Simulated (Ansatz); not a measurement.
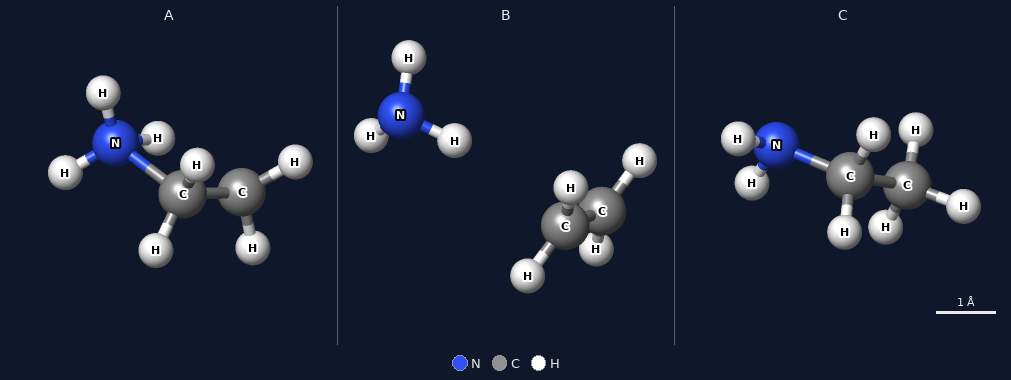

Three geometries of C2H7N: a saddle point and the two minima that it joins, in shuffled order. A ball-and-stick model, seen from a free direction. Sticks join atoms that are closer than about 1.2 times the sum of their covalent radii (a little more with hydrogen).

Stationary points at PBE0-D4/def2-TZVP, single-point energies with CCSD(T)/CBS, BLYP-D4, B3LYP-D4, SPW92 (LDA) (def2-TZVPP where no basis is named; Ansatz 0.2.0). The energies are electronic, without zero-point or thermal terms, and both ends are the minima reached downhill from the saddle, with any fragments still in contact. CCSD(T)/CBS stands for a frozen-core estimate: MP2 correlation extrapolated from def2-TZVPP and def2-QZVPP, CCSD(T) minus MP2 from the smaller set.

Q: Which frame is the transition state, what reaction does it lead through, and what barrier is to be expected?

A: Frame A is the saddle point. Counted by bonded pieces, C holds C₂H₇N and B holds C₂H₄ + NH₃. From C over the saddle to B, a bond forms: H–N (2.68 → 1.13 → 1.01 Å). Bonds break: C–N (1.46 → 1.58 → 3.56 Å), C–H (1.09 → 1.77 → 2.81 Å). The saddle has one imaginary mode, 1014i cm⁻¹. With CCSD(T)/CBS the barrier is 3.13 eV from C and 2.47 eV from B, and B lies 0.67 eV above C.

```tsv
level	barrier from C (eV)	barrier from B (eV)	B less C (eV)
CCSD(T)/CBS	3.13	2.47	0.67
BLYP-D4	2.85	2.32	0.53
B3LYP-D4	3.04	2.41	0.63
SPW92 (LDA)	2.66	1.56	1.10
```

Against CCSD(T)/CBS, B3LYP-D4 comes closest on the barrier from C (−0.09 eV) and SPW92 (LDA) misses most (−0.48 eV).
